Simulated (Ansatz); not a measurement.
# BGeCl (triplet): one geometry, many settings

What do other methods and options give for BGeCl (triplet) at this geometry, and how long do they take?

Computed with Ansatz 0.2.0, Gaussian basis. Level: the settings change from run to run.

26 further runs of the same task are left out: 15 that didn't finish, 11 set aside as unsound or not needed.

### 1 What is computed

The geometry is a PBE0/def2-TZVP stationary point (not a proven minimum). No spin-orbit coupling is included. The filled d shell of Ge may be among the frozen orbitals whatever the setting's name suggests; the logs give the count.

3 atoms, charge 0, spin multiplicity 3.

Atoms are counted from 1 here; the program's logs count them from 0.

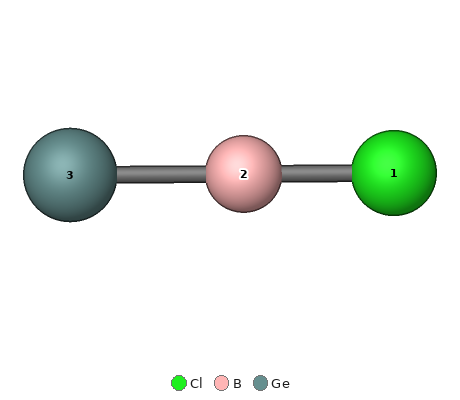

The geometry (chlorine green, boron pink, germanium teal); atoms are numbered from 1 in the order of the file.

### 2 MP2 on UHF/cc-pVDZ

in.yaml

```yaml
crystal:
  periodic: [false, false, false]
  atoms:
    - {symbol: Cl, position_ang: [0.000000, 0.000000, -1.778800]}
    - {symbol: B, position_ang: [0.000000, 0.000000, -0.086600]}
    - {symbol: Ge, position_ang: [0.000000, 0.000000, 1.865400]}
basis:
  gaussian: {orbitals: cc-pVDZ}
magnetization: {spin_polarized: true, initial_magnetization: 2}
correlation: {method: mp2, electrons: outside_noble_gas}
```

The run is started by

```
$ ansatz run in.yaml --threads 1 --pin off --events-out ev --progress --plain --max-ram 2393MiB
```

What it wrote:

```text
Functional definition: HF
  name "HF"
  cite "Fock, Z. Phys. 61, 126 (1930) doi:10.1007/BF01340294"
  parent pbe
  exchange = exact_x
  correlation = 0
656 factors; integrals over basis functions are off by at most 9.9e-4 eV
mean field evaluation 1: about -69646.5799 eV, gradient 7.8e0 eV
mean field evaluation 2: about -69646.6579 eV, gradient 7.9e0 eV
mean field evaluation 4: about -69647.4474 eV, gradient 1.6e0 eV
mean field evaluation 8: about -69647.4883 eV, gradient 2.2e-1 eV
mean field evaluation 16: about -69647.4904 eV, gradient 3.4e-6 eV
mean field evaluation 32: about -69647.4897 eV, gradient 1.1e-1 eV
mean field -69647.49036792 eV, -2559.4980622567 hartree, gradient 3.4e-6 eV, S^2 2.018834; 4 other end points of the search recorded, 0 dependent functions left out
20 core orbitals not correlated: weight in the atoms' cores, before any rotation towards them, 0.999 or more for the frozen orbitals, at most 0.000 for the correlated occupied ones
reference -69647.49036792 eV, -2559.4980622567 hartree; 8, 6 occupied and 31, 33 virtual orbitals, 656 factors
second order -7.01649758 eV of doubles, -0.00000000 eV of singles
Total energy: -69654.50686550 eV, -2559.7559137866 hartree
```

Run time: 4.1 s. Hardware: 1 thread of AMD EPYC, shared host.

From the report: ⟨S²⟩ of the determinant 2.019 (pure triplet: 2.00).

### 3 CCSD on ROHF/6-31G

in.yaml

```yaml
crystal:
  periodic: [false, false, false]
  atoms:
    - {symbol: Cl, position_ang: [0.000000, 0.000000, -1.778800]}
    - {symbol: B, position_ang: [0.000000, 0.000000, -0.086600]}
    - {symbol: Ge, position_ang: [0.000000, 0.000000, 1.865400]}
basis:
  gaussian: {orbitals: 6-31G}
magnetization: {spin_polarized: false, initial_magnetization: 2}
correlation: {method: ccsd, electrons: outside_noble_gas}
scf: {omitted_lower_state_checks: [cluster_reference]}
output: {forces: true}
```

Same command.

What it wrote, shortened:

```text
Functional definition: HF
  name "HF"
  cite "Fock, Z. Phys. 61, 126 (1930) doi:10.1007/BF01340294"
  parent pbe
[...]
516 factors; integrals over basis functions are off by at most 3.4e-4 eV
[...]
mean field -69637.31215477 eV, -2559.1240198223 hartree, gradient 1.1e-6 eV, S^2 2.000000; 4 other end points of the search recorded, 0 dependent functions left out
20 core orbitals not correlated: weight in the atoms' cores, before any rotation towards them, 0.998 or more for the frozen orbitals, at most 0.001 for the correlated occupied ones
reference -69637.31215477 eV, -2559.1240198223 hartree; 8, 6 occupied and 23, 25 virtual orbitals, 516 factors
second order -3.29428542 eV of doubles, -0.03703014 eV of singles
cycle   1  -3.69101857 eV  change   -3.6e-1 eV  update   8.4e-2
[...]
cycle  13  -3.92793509 eV  change   -8.1e-8 eV  update   2.8e-7
[...]
Total energy: -69641.24008986 eV, -2559.2683687743 hartree
Atom 0 at     0.000000     0.000000    -1.778800 Å, force     0.000000     0.000000    -2.104099 eV/Å
Atom 1 at     0.000000     0.000000    -0.086600 Å, force    -0.000000    -0.000000     1.368254 eV/Å
Atom 2 at     0.000000     0.000000     1.865400 Å, force     0.000000    -0.000000     0.735845 eV/Å
Dipole moment:     0.000000     0.000000    -0.079984 e Å
Checks for a lower state left out: cluster_reference
```

Run time: 10 s. Hardware: 1 thread of AMD EPYC, shared host.

From the report: correlation -3.9279 eV; T1 0.021; largest double amplitude 0.10.

### 4 CASCI(2,3)/STO-3G

in.yaml

```yaml
crystal:
  periodic: [false, false, false]
  atoms:
    - {symbol: Cl, position_ang: [0.000000, 0.000000, -1.778800]}
    - {symbol: B, position_ang: [0.000000, 0.000000, -0.086600]}
    - {symbol: Ge, position_ang: [0.000000, 0.000000, 1.865400]}
basis:
  gaussian: {orbitals: STO-3G}
magnetization: {spin_polarized: false, initial_magnetization: 2}
hamiltonian: {pseudopotentials: {relativity: none}}
correlation: {active_space: {window: {electrons: 2, orbitals: 3}, fixed_orbitals: true, states: [{multiplicity: 3, weights: [1, 1, 1]}]}}
output: {forces: true}
```

The command is unchanged.

What it wrote, shortened:

```text
Functional definition: HF
  name "HF"
  cite "Fock, Z. Phys. 61, 126 (1930) doi:10.1007/BF01340294"
  parent pbe
[...]
454 factors; integrals over basis functions are off by at most 4.1e-8 eV
[...]
mean field -68861.31380157 eV, -2530.6066063329 hartree, gradient 7.8e-7 eV, S^2 2.000000; 2 other end points of the search recorded, 0 dependent functions left out
reference -68861.31380157 eV, -2530.6066063329 hartree; 28, 26 occupied and 4, 6 virtual orbitals, 454 factors
state -68861.31380157 eV, -2530.6066063329 hartree
state -68858.78480677 eV, -2530.5136674880 hartree
state -68856.47338021 eV, -2530.4287241287 hartree
[...]
WARN: the results are in doubt because the space or a class takes a part of the degenerate orbitals at 7.8032 eV
Total energy: -68858.85732952 eV, -2530.5163326499 hartree
Atom 0 at     0.000000     0.000000    -1.778800 Å, force     0.000000     0.000000    -2.210433 eV/Å
Atom 1 at     0.000000     0.000000    -0.086600 Å, force    -0.000000    -0.000000     2.728953 eV/Å
Atom 2 at     0.000000     0.000000     1.865400 Å, force     0.000000     0.000000    -0.518520 eV/Å
Dipole moment:    -0.000000     0.000000     0.278418 e Å
In doubt: the space or a class takes a part of the degenerate orbitals at 7.8032 eV
```

Wall time 2.6 s (1 thread of AMD EPYC, shared host).

From the report: 4 determinants; active occupations (of the averaged states) 0.67, 0.67, 0.67. Mind the lines of doubt at the end of the log.

### 5 NEVPT2(2,3)/cc-pVDZ

in.yaml

```yaml
crystal:
  periodic: [false, false, false]
  atoms:
    - {symbol: Cl, position_ang: [0.000000, 0.000000, -1.778800]}
    - {symbol: B, position_ang: [0.000000, 0.000000, -0.086600]}
    - {symbol: Ge, position_ang: [0.000000, 0.000000, 1.865400]}
basis:
  gaussian: {orbitals: cc-pVDZ, point_charges: [{charge: -0.50, position_ang: [2.936, -0.256, 0.349]}]}
magnetization: {spin_polarized: false, initial_magnetization: 2}
correlation: {method: sc_nevpt2, electrons: outside_noble_gas, active_space: {window: {electrons: 2, orbitals: 3}}}
```

The command is unchanged.

What it wrote, shortened:

```text
Functional definition: HF
  name "HF"
  cite "Fock, Z. Phys. 61, 126 (1930) doi:10.1007/BF01340294"
  parent pbe
[...]
656 factors; integrals over basis functions are off by at most 9.9e-4 eV
[...]
mean field -69647.51337185 eV, -2559.4989076352 hartree, gradient 1.6e-6 eV, S^2 2.000000; 4 other end points of the search recorded, 0 dependent functions left out
reference -69647.51337185 eV, -2559.4989076352 hartree; 28, 26 occupied and 31, 33 virtual orbitals, 656 factors
state -69647.51337185 eV, -2559.4989076352 hartree
state -69647.51337185 eV, -2559.4989076352 hartree; corrected -69654.66868800 eV, -2559.7618606539 hartree
WARN: 1 active orbitals are nearly empty or full. The corrections depend on them more than the energy does, and are more stable in an active space without them
Total energy: -69654.66868800 eV, -2559.7618606539 hartree
```

It took 11 s on 1 thread of AMD EPYC, shared host.

From the report: 9 determinants; active occupations 1.00, 1.00, 0.00. The report marks this result as in doubt.

### 6 HF/cc-pVDZ

in.yaml

```yaml
crystal:
  periodic: [false, false, false]
  atoms:
    - {symbol: Cl, position_ang: [0.000000, 0.000000, -1.778800]}
    - {symbol: B, position_ang: [0.000000, 0.000000, -0.086600]}
    - {symbol: Ge, position_ang: [0.000000, 0.000000, 1.865400]}
basis:
  gaussian: {orbitals: cc-pVDZ}
magnetization: {spin_polarized: false, initial_magnetization: 2}
hamiltonian: {xc: hf}
scf: {lower_state_search: off}
output: {forces: true, orbitals: {seedname: orbitals}}
```

Launched as before.

What it wrote, shortened:

```text
Functional definition: HF
  name "HF"
  cite "Fock, Z. Phys. 61, 126 (1930) doi:10.1007/BF01340294"
  parent pbe
[...]
656 factors; integrals over basis functions are off by at most 9.9e-4 eV
[...]
mean field -69647.38831204 eV, -2559.4943117722 hartree, gradient 1.4e-6 eV, S^2 2.000000; 0 other end points of the search recorded, 0 dependent functions left out
[...]
reference -69647.38831204 eV, -2559.4943117722 hartree; 28, 26 occupied and 31, 33 virtual orbitals, 656 factors
Total energy: -69647.38831204 eV, -2559.4943117722 hartree
Atom 0 at     0.000000     0.000000    -1.778800 Å, force    -0.000000     0.000000    -0.623825 eV/Å
Atom 1 at     0.000000     0.000000    -0.086600 Å, force    -0.000000    -0.000000     0.632900 eV/Å
Atom 2 at     0.000000     0.000000     1.865400 Å, force     0.000000    -0.000000    -0.009074 eV/Å
Dipole moment:    -0.000000    -0.000000    -0.233873 e Å
Checks for a lower state left out: stability, starts, cluster_reference, orbital_swaps, neighbouring_geometries, increment
```

It took 3.2 s on 1 thread of AMD EPYC, shared host.

### 7 BCCD on UHF/6-31G

in.yaml

```yaml
crystal:
  periodic: [false, false, false]
  atoms:
    - {symbol: Cl, position_ang: [0.000000, 0.000000, -1.778800]}
    - {symbol: B, position_ang: [0.000000, 0.000000, -0.086600]}
    - {symbol: Ge, position_ang: [0.000000, 0.000000, 1.865400]}
basis:
  gaussian: {orbitals: 6-31G}
magnetization: {spin_polarized: true, initial_magnetization: 2}
correlation: {method: bccd, electrons: outside_noble_gas}
accuracy: high
output: {forces: true}
```

Launched as before.

What it wrote, shortened:

```text
Functional definition: HF
  name "HF"
  cite "Fock, Z. Phys. 61, 126 (1930) doi:10.1007/BF01340294"
  parent pbe
[...]
877 factors; integrals over basis functions are off by at most 3.9e-9 eV
[...]
mean field -69637.38084663 eV, -2559.1265442017 hartree, gradient 2.2e-8 eV, S^2 2.012556; 6 other end points of the search recorded, 0 dependent functions left out
determinant -69637.38084663 eV, -2559.1265442017 hartree, with singles and doubles -69641.24282342 eV, -2559.2684692310 hartree
determinant -69634.99093546 eV, -2559.0387165862 hartree, with singles and doubles -69639.31608925 eV, -2559.1976630562 hartree
determinant -69634.68550587 eV, -2559.0274922558 hartree, with singles and doubles -69638.11740421 eV, -2559.1536121934 hartree
20 core orbitals not correlated: weight in the atoms' cores, before any rotation towards them, 0.998 or more for the frozen orbitals, at most 0.001 for the correlated occupied ones
reference -69637.38084663 eV, -2559.1265442017 hartree; 8, 6 occupied and 23, 25 virtual orbitals, 877 factors
second order -3.26946397 eV of doubles, -0.00000000 eV of singles
cycle   1  -3.84314239 eV  change    1.9e-2 eV  update   1.4e-2
[...]
cycle  18  -3.83610552 eV  change  -3.8e-10 eV  update   1.3e-9
[...]
Total energy: -69641.21695215 eV, -2559.2675184794 hartree
Atom 0 at     0.000000     0.000000    -1.778800 Å, force    -0.000000     0.000000    -2.082801 eV/Å
Atom 1 at     0.000000     0.000000    -0.086600 Å, force    -0.000000     0.000000     1.368569 eV/Å
Atom 2 at     0.000000     0.000000     1.865400 Å, force     0.000000    -0.000000     0.714232 eV/Å
Dipole moment:    -0.000000    -0.000000    -0.066977 e Å
```

Wall time 32 s (1 thread of AMD EPYC, shared host).

From the report: ⟨S²⟩ of the determinant 2.013 (pure triplet: 2.00); correlation -3.8361 eV; largest double amplitude 0.10.

### 8 MRCISD+Q(relaxed)(4,3)/STO-3G

in.yaml

```yaml
crystal:
  periodic: [false, false, false]
  atoms:
    - {symbol: Cl, position_ang: [0.000000, 0.000000, -1.778800]}
    - {symbol: B, position_ang: [0.000000, 0.000000, -0.086600]}
    - {symbol: Ge, position_ang: [0.000000, 0.000000, 1.865400]}
basis:
  gaussian: {orbitals: STO-3G}
magnetization: {spin_polarized: false, initial_magnetization: 2}
correlation: {method: fic_mrcisd_q_relaxed, electrons: outside_noble_gas, active_space: {window: {electrons: 4, orbitals: 3}}}
```

Launched as before.

What it wrote, shortened:

```text
Functional definition: HF
  name "HF"
  cite "Fock, Z. Phys. 61, 126 (1930) doi:10.1007/BF01340294"
  parent pbe
[...]
332 factors; integrals over basis functions are off by at most 4.1e-5 eV
[...]
mean field -68861.31363569 eV, -2530.6066002369 hartree, gradient 2.7e-6 eV, S^2 2.000000; 2 other end points of the search recorded, 0 dependent functions left out
reference -68861.31363569 eV, -2530.6066002369 hartree; 28, 26 occupied and 4, 6 virtual orbitals, 332 factors
state -68861.31363569 eV, -2530.6066002369 hartree
contracted CI cycle   1: correlation 0.00000000 eV, 0.0000000000 hartree, residual 9.09e0 eV
contracted CI cycle   2: correlation -2.20967160 eV, -0.0812039334 hartree, residual 2.34e0 eV
contracted CI cycle   3: correlation -2.38868188 eV, -0.0877824398 hartree, residual 7.88e-1 eV
contracted CI cycle   4: correlation -2.41244925 eV, -0.0886558749 hartree, residual 3.09e-1 eV
contracted CI cycle   5: correlation -2.41633177 eV, -0.0887985549 hartree, residual 1.21e-1 eV
contracted CI cycle   6: correlation -2.41690513 eV, -0.0888196253 hartree, residual 4.99e-2 eV
contracted CI cycle   7: correlation -2.41699754 eV, -0.0888230213 hartree, residual 1.80e-2 eV
contracted CI cycle   8: correlation -2.41700920 eV, -0.0888234499 hartree, residual 5.73e-3 eV
contracted CI cycle   9: correlation -2.41701015 eV, -0.0888234848 hartree, residual 1.43e-3 eV
state -68861.31363569 eV, -2530.6066002369 hartree; corrected -68863.94992776 eV, -2530.7034821834 hartree
WARN: 1 active orbitals are nearly empty or full. The corrections depend on them more than the energy does, and are more stable in an active space without them
Total energy: -68863.94992776 eV, -2530.7034821834 hartree
```

It took 3 s on 1 thread of AMD EPYC, shared host.

From the report: 2 determinants; active occupations 2.00, 1.00, 1.00. The report marks this result as in doubt.

### 9 CASSCF(4,3)/cc-pVDZ

in.yaml

```yaml
crystal:
  periodic: [false, false, false]
  atoms:
    - {symbol: Cl, position_ang: [0.000000, 0.000000, -1.778800]}
    - {symbol: B, position_ang: [0.000000, 0.000000, -0.086600]}
    - {symbol: Ge, position_ang: [0.000000, 0.000000, 1.865400]}
basis:
  gaussian: {orbitals: cc-pVDZ, fitting: {mean_field: def2-universal-jkfit}}
magnetization: {spin_polarized: false, initial_magnetization: 2}
correlation: {active_space: {window: {electrons: 4, orbitals: 3}}}
scf: {lower_state_search: light}
output: {forces: true}
```

Same command.

What it wrote, shortened:

```text
Functional definition: HF
  name "HF"
  cite "Fock, Z. Phys. 61, 126 (1930) doi:10.1007/BF01340294"
  parent pbe
[...]
469 factors; integrals over basis functions are off by at most 3.5e-2 eV
[...]
mean field -69647.38550133 eV, -2559.4942084803 hartree, gradient 6.9e-7 eV, S^2 2.000000; 2 other end points of the search recorded, 0 dependent functions left out
reference -69647.38550133 eV, -2559.4942084803 hartree; 28, 26 occupied and 31, 33 virtual orbitals, 469 factors
state -69647.38550133 eV, -2559.4942084803 hartree
[...]
Total energy: -69647.38550133 eV, -2559.4942084803 hartree
Atom 0 at     0.000000     0.000000    -1.778800 Å, force     0.000000     0.000000    -0.622960 eV/Å
Atom 1 at     0.000000     0.000000    -0.086600 Å, force    -0.000000    -0.000000     0.632621 eV/Å
Atom 2 at     0.000000     0.000000     1.865400 Å, force    -0.000000     0.000000    -0.009661 eV/Å
Dipole moment:    -0.000000    -0.000000    -0.234181 e Å
```

It took 11 s on 1 thread of AMD EPYC, shared host.

From the report: 9 determinants; active occupations 2.00, 1.00, 1.00. With so small a space the active step adds no correlation: the energy is the mean field's.

### 10 CASSCF(4,3)/cc-pVDZ

Changes to in.yaml since step 9:

```diff
@@ -7,6 +7,4 @@
 basis:
-  gaussian: {orbitals: cc-pVDZ, fitting: {mean_field: def2-universal-jkfit}}
+  gaussian: {orbitals: cc-pVDZ}
 magnetization: {spin_polarized: false, initial_magnetization: 2}
 correlation: {active_space: {window: {electrons: 4, orbitals: 3}}}
-scf: {lower_state_search: light}
-output: {forces: true}
```

The command is unchanged.

What it wrote:

```text
Functional definition: HF
  name "HF"
  cite "Fock, Z. Phys. 61, 126 (1930) doi:10.1007/BF01340294"
  parent pbe
  exchange = exact_x
  correlation = 0
656 factors; integrals over basis functions are off by at most 9.9e-4 eV
mean field evaluation 1: about -69646.6029 eV, gradient 1.0e1 eV
mean field evaluation 2: about -69646.6766 eV, gradient 1.1e1 eV
mean field evaluation 4: about -69647.3519 eV, gradient 2.1e0 eV
mean field evaluation 8: about -69647.3869 eV, gradient 2.8e-1 eV
mean field evaluation 16: about -69647.3883 eV, gradient 1.4e-6 eV
mean field -69647.38831204 eV, -2559.4943117722 hartree, gradient 1.4e-6 eV, S^2 2.000000; 2 other end points of the search recorded, 0 dependent functions left out
reference -69647.38831204 eV, -2559.4943117722 hartree; 28, 26 occupied and 31, 33 virtual orbitals, 656 factors
state -69647.38831204 eV, -2559.4943117722 hartree
Total energy: -69647.38831204 eV, -2559.4943117722 hartree
```

Run time: 6.5 s. Hardware: 1 thread of AMD EPYC, shared host.

From the report: 9 determinants; active occupations 2.00, 1.00, 1.00. With so small a space the active step adds no correlation: the energy is the mean field's.

### 11 All runs side by side

Where basis and cores are those of an earlier UCCSDT(Q)/cc-pVDZ run (-69655.7284 eV), and the state is the same kind, the miss against it is given. † marks a result that the program doubts.

```tsv
level	correlated	functions	energy (eV)	from UCCSDT(Q) (meV)	time
MP2 on UHF/cc-pVDZ	outside noble gas	59	-69654.5069	1221.5	4.1 s
CCSD on ROHF/6-31G	outside noble gas	51	-69641.2401		10 s
CASCI(2,3)/STO-3G (mean of several states) †		32	-68858.8573		2.6 s
NEVPT2(2,3)/cc-pVDZ (beside a point charge) †	outside noble gas	59	-69654.6687		11 s
HF/cc-pVDZ		59	-69647.3883	8340.1	3.2 s
BCCD on UHF/6-31G	outside noble gas	51	-69641.2170		32 s
MRCISD+Q(relaxed)(4,3)/STO-3G †	outside noble gas	32	-68863.9499		3 s
CASSCF(4,3)/cc-pVDZ		59	-69647.3855	8342.9	11 s
CASSCF(4,3)/cc-pVDZ		59	-69647.3883	8340.1	6.5 s
```

### 12 Outcome

| quantity | value |
| --- | --- |
| runs | 9 |
| quickest | CASCI(2,3)/STO-3G (mean of several states) †, 2.6 s |
| slowest | BCCD on UHF/6-31G, 32 s |

Total energies in different bases, with other cores or another treatment of relativity can't be set against each other. BCCD on UHF/6-31G took 12 times as long as CASCI(2,3)/STO-3G (mean of several states) †; the jobs differ in more than the method. Hartree-Fock, CASSCF and CASCI lack dynamic correlation by design.
